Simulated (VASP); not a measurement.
Energy against volume of GaN (zinc blende). These are RPBE GGA, VASP's PBE PAW potentials (set 64) (plane waves; VASP 6.6.1) values and carry that method's errors.

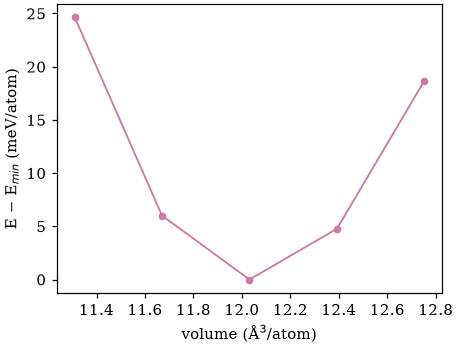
Figure. Energy against volume

Problem. Estimate the equilibrium volume and the bulk modulus.

Solution. The minimum lies near 12.0 Å³/atom, and the curvature gives B0 of about 160 GPa.

Measured: a 4.500 Å at 300 K (computed value off by +1.9 %), as given by I. Vurgaftman et al., Journal of Applied Physics (2001), doi:10.1063/1.1368156. The calculation is for a static lattice, while the measured a holds thermal and zero-point effects, which are part of the difference.

The compound is GaN in the zinc blende structure, a metastable form; wurtzite is the usual one. It was relaxed first.
